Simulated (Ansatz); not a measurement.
## Response to strain in Al2Pt

Start from Al2Pt (space group Fm-3m, No. 225; a = 5.9465 Å; relaxed with 0.1 eV smearing).

Strains are applied to the cell and any free atomic positions relax.

Level of theory: Kohn–Sham DFT with the PBE functional, run in Ansatz (a quantum-chemistry and plane-wave program) with PAW and 420 eV plane waves, no spin-orbit coupling.

Notes on the quantities. energy relative to the base: free energy F.

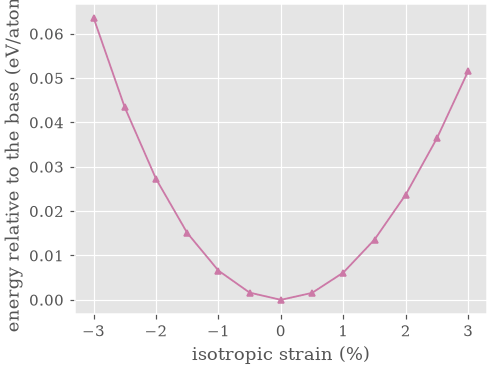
Figure: Energy relative to the base against isotropic strain

Task: From the plot, what is the energy relative to the base for isotropic strain +3.00 %?

Result: About 0.052 eV/atom.

Task: Is the trend monotonic over the range shown?

Result: No, it turns within the range, spanning 0 meV/atom to +64 meV/atom.

No phonon test of stability was made. The final runs are not spin-polarised.
